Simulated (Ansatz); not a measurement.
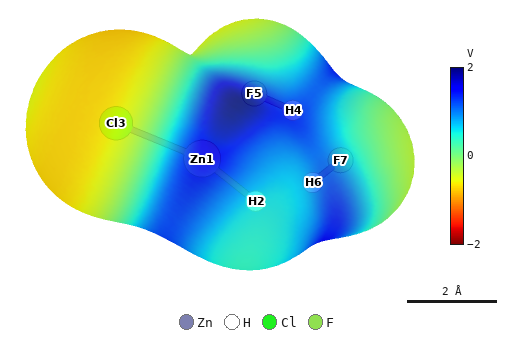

The picture shows: ClHZn···HF···HF. The molecular electrostatic potential painted on the density surface at 0.001 e/bohr³, seen at a tilt; the colour scale runs from red (negative) to blue (positive).

The reactant side of a reaction path; geometry: PBE0-D4/def2-TZVP; a saddle point, not a minimum.

Computed with RKS PBE0-D4/def2-TZVPP in Ansatz 0.2.0.

Input

```
crystal:
  periodic: [false, false, false]
  atoms:
    - {symbol: Zn, position_ang: [-0.664983, -0.215389, -1.085491]}
    - {symbol: H, position_ang: [0.896852, -0.266632, -1.088494]}
    - {symbol: Cl, position_ang: [-2.654367, -0.300279, -1.769701]}
    - {symbol: H, position_ang: [0.066539, 0.305977, 1.412489]}
    - {symbol: F, position_ang: [-0.839646, 0.273281, 1.128533]}
    - {symbol: H, position_ang: [1.542798, 0.002209, 0.238292]}
    - {symbol: F, position_ang: [1.652806, 0.200733, 1.164472]}
basis:
  gaussian: {orbitals: def2-TZVPP}
hamiltonian: {xc: pbe0, dispersion: d4}
output: {orbitals: {seedname: orbitals}}
```

Command:

```sh
ansatz run in.yaml --threads 8 --pin off --events-out ev --progress --plain --max-ram 19148MiB
```

Describe the electrostatic potential map.

Answer. The most negative region (about −0.8 V) lies over Cl3, the most positive (about +1.9 V) over Zn1.
